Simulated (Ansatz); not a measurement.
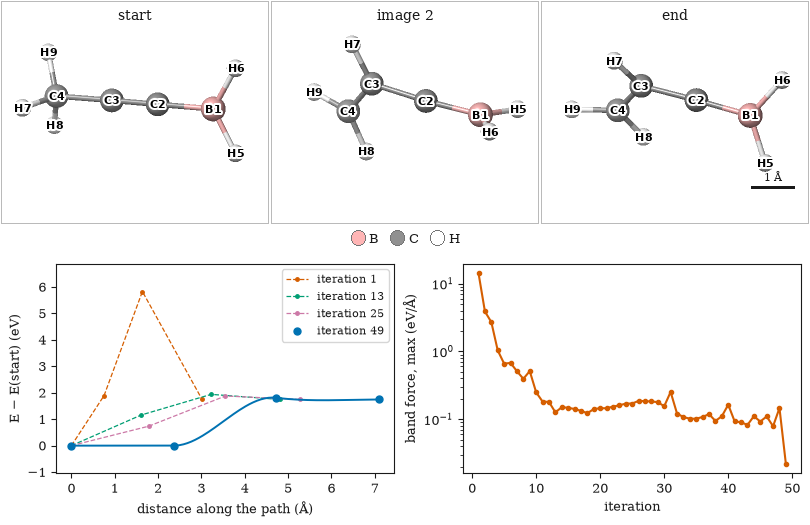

A nudged-elastic-band calculation for C$_{3}$H$_{5}$B. Images are numbered from 0 (start) to 3 (end). The plot follows the band through its iterations. The picture is a ball-and-stick view, seen from a free direction.

Method: Ansatz, UKS PBE-D4/STO-3G. Settings: 2 movable images; no climbing image; force threshold 0.05 eV/Å; iteration limit 60; starting path through a guess of the saddle point.

Did the band converge, and can the barrier be trusted?

Answer. The run is converged, with reservations. The band converged in 49 iterations. The largest component of the band force went from 14 to 0.022 eV/Å. No image climbed, so the highest image needn't lie on the saddle point, and the true maximum along this path can be higher. So few images resolve the path coarsely. The first iteration put the highest image at 5.83 eV. The energy climbs by 1.81 eV to image 2 and then falls by 0.06 eV, so the end point sits at +1.75 eV.

Limits of the set-up: STO-3G is a minimal basis, so the numbers are rough.
